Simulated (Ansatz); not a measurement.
Consider AlClF₂H₃N.

The calculation's input:

```
crystal:
  periodic: [false, false, false]
  atoms:
    - { symbol: Al, position_ang: [0.042059, 0.377762, -0.167004] }
    - { symbol: F, position_ang: [-0.031078, 0.322031, 1.499464] }
    - { symbol: Cl, position_ang: [1.811323, 0.863302, -1.141311] }
    - { symbol: F, position_ang: [-1.382233, 0.312623, -0.968624] }
    - { symbol: "N", position_ang: [0.465328, -2.44383, 1.033478] }
    - { symbol: H, position_ang: [-0.162381, -3.227973, 1.066093] }
    - { symbol: H, position_ang: [1.402164, -2.774247, 1.199452] }
    - { symbol: H, position_ang: [0.219819, -1.777668, 1.780453] }
basis:
  gaussian: { orbitals: def2-SVP }
hamiltonian:
  xc: hf
relax:
  f_tol: 0.03
  max_steps: 50
output:
  orbitals: {}
```

Launched as:

```sh
ansatz run input.yaml --threads 1 --pin off --max-ram 2048MiB --backend cpu --events-out ev --progress --plain --runs-dir out
```

The fields are those of the run's last geometry, not of the input's.

The calculation used RHF/def2-SVP (Ansatz).

### What can the converged electron density and electron localisation function tell about the bonding?

Al–N (2.01 Å): the density is about 0.53 e/Å³ at the midpoint; the ELF peaks at about 1 in the valence shell of N, 0.8 Å from its nucleus, and is about 0.80 at the midpoint.
Al–Cl (2.12 Å): the density is about 0.7 e/Å³ at the midpoint; the ELF peaks at about 0.90 in the valence shell of Cl, 0.9 Å from its nucleus, and is about 0.85 at the midpoint.
N–H (1.01 Å): ρ is about 2.9 e/Å³ halfway; the ELF climbs to about 1 towards the hydrogen, as it does in any bond to H; an ordinary covalent bond to hydrogen.

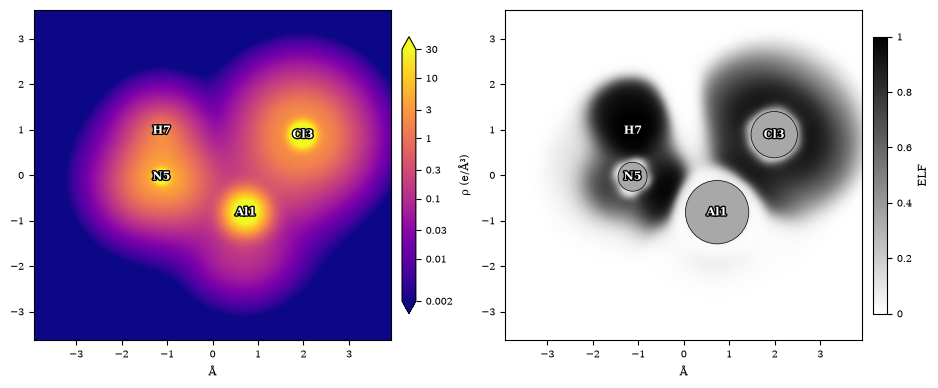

Computed electron density and electron localisation function on the plane of atoms Cl3, Al1 and N5, in this order. Grey discs cover the atomic cores in the ELF map. 
